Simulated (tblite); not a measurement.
# Run report: C6H13FOSi, frequency calculation

- system: C6H13FOSi
- method: GFN2-xTB harmonic vibrations, gas phase (tblite 0.8.0)

It belongs to a series of runs on one base structure; here: H on C replaced by C2H5.

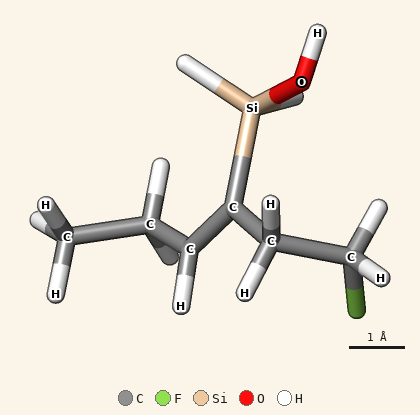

The structure as given in the input (stick view, seen at a tilt). Bond lengths as drawn: C–C 1.33 to 1.53 Å, C–F 1.38 Å, C–H 1.09 to 1.10 Å, C–Si 1.88 Å, H–O 0.95 Å, H–Si 1.47 Å and O–Si 1.63 Å.

**Input**
```
{"job": {"kind": "ir", "xc": "GFN2-xTB", "basis": "xTB"}, "charge": 0, "multiplicity": 1}
C     -3.080416    -0.970407     0.208448
C     -2.026287    -0.197915    -0.584140
C     -0.661067    -0.749208    -0.340640
C      0.384919    -0.082543     0.136919
C      1.712473    -0.781614     0.277432
C      2.643086    -0.404045    -0.868791
F      2.155986    -0.876484    -2.066543
Si     0.329789     1.745264     0.589272
O      1.807950     2.023899     1.226457
H     -2.882028    -0.890901     1.274864
H     -3.068156    -2.023028    -0.066187
H     -4.073584    -0.574540     0.010435
H     -2.059389     0.858014    -0.316254
H     -2.252459    -0.283571    -1.651344
H     -0.558025    -1.801894    -0.586217
H      1.576790    -1.865840     0.278031
H      2.199583    -0.482525     1.205408
H      2.723885     0.681781    -0.969685
H      3.636556    -0.848146    -0.743552
H      0.131510     2.618567    -0.573896
H     -0.686593     2.041214     1.605549
H      2.035066     2.883307     1.568224
```

The first line tells a small driver script what to run in tblite; the rest is the geometry in Å.

Hardware: 1 CPU thread, shared host.

Launch command:
```bash
OMP_NUM_THREADS=1 python <driver script> task.json out
```

**The program's output**
```
mode    cm-1     km/mol
  1      27.4      0.72
  2      46.0      1.41
  3      60.3      1.34
  4      75.4      2.68
  5     126.5      1.23
  6     149.0      2.27
  7     183.6      1.20
  8     216.5      0.74
  9     240.6      0.79
 10     283.5     79.06
 11     308.2     15.88
 12     371.0     16.89
 13     411.8      1.07
 14     456.8      4.08
 15     512.0     27.93
 16     583.5    112.51
 17     617.5      5.17
 18     637.3     28.56
 19     741.0    361.15
 20     809.6     60.50
 21     818.9     36.89
 22     826.7    329.56
 23     856.0     15.86
 24     875.5    154.09
 25     890.1      5.91
 26     936.0      1.48
 27     955.0     21.10
 28    1026.7     49.49
 29    1059.1      3.76
 30    1072.5     34.29
 31    1081.9      1.62
 32    1141.3     11.88
 33    1157.1      2.37
 34    1196.4      5.27
 35    1221.3     10.04
 36    1240.0      0.74
 37    1301.3      0.95
 38    1308.9      1.84
 39    1326.3     11.40
 40    1349.2      0.92
 41    1407.6      0.83
 42    1443.2      2.15
 43    1459.1      1.54
 44    1477.0      0.28
 45    1501.0      3.05
 46    1505.3      2.03
 47    1699.3     28.58
 48    2196.1    480.11
 49    2229.9    164.52
 50    2936.4     49.07
 51    2946.1     34.31
 52    2960.3      3.97
 53    2975.1     60.41
 54    3001.1     17.78
 55    3002.6      4.88
 56    3014.1     76.28
 57    3033.3     79.45
 58    3034.8     50.93
 59    3039.6     29.10
 60    3686.7     16.83
```

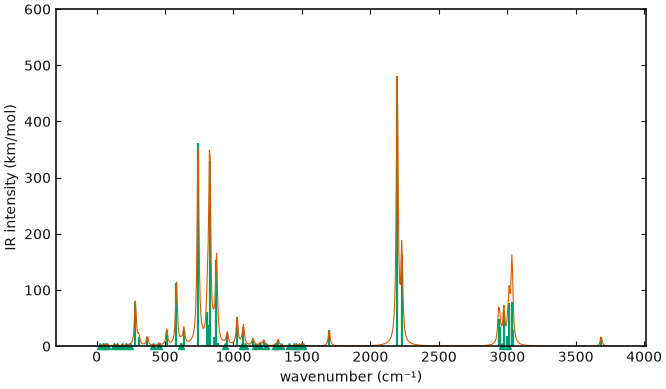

Harmonic infrared spectrum, unscaled: sticks (degenerate modes added up, dark ones marked on the axis) with a Lorentzian envelope of 16 cm⁻¹ full width, scaled to the tallest stick. 60 modes from 27 to 3687 cm⁻¹, none imaginary. The strongest line is at 2196 cm⁻¹ (480 km/mol).

**Summary**

- outcome: converged
- total energy: −817.2386 eV
- zero-point energy: 110.1430 kcal/mol
- wall time: 1 s
- peak memory: 0.18 GiB
